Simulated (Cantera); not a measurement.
Feed: 1 mol Al, 0.81 mol HCl, 38 mol N2, equilibrated at 1300 Pa.

These are equilibrium values from Cantera (NASA tables, ideal gas, pure condensed phases), not measurements of a reactor. Candidate condensed phases: Al, AlCl3, AlN, NH4Cl; 20 gas species. The tables' values for AlCl2 are old estimates; treat these amounts as uncertain. Rates play no part.

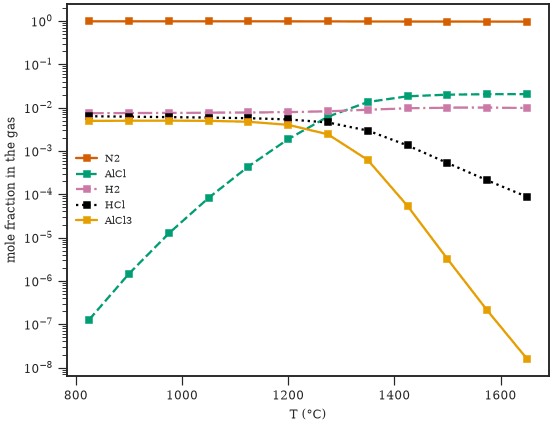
Equilibrium gas composition (values under 1e-9 drawn at 1e-9)

Question: Read off the mole fractions at 825 °C.

Answer: N2 about 0.98, H2 about 0.0074, HCl about 0.0063, AlCl3 about 0.0049, AlCl about 1.3e-7.
